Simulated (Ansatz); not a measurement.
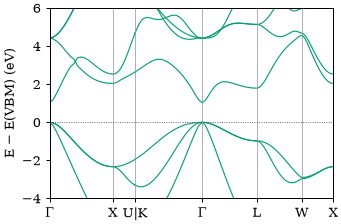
Fig. 1. Band structure from r²SCAN (plane waves, PAW; program Ansatz)

Q: Read off the gap and where the band edges lie.

A: About 1.0 eV (1.02 eV by a search for the band edges); maximum at Γ, minimum at Γ.

The material is InP (zinc blende, F-43m).

The cell was relaxed with r²SCAN under the symmetry of its start. Spin–orbit coupling is left out wherever it is not named.

Potentials: the earlier of the program's two PAW sets.
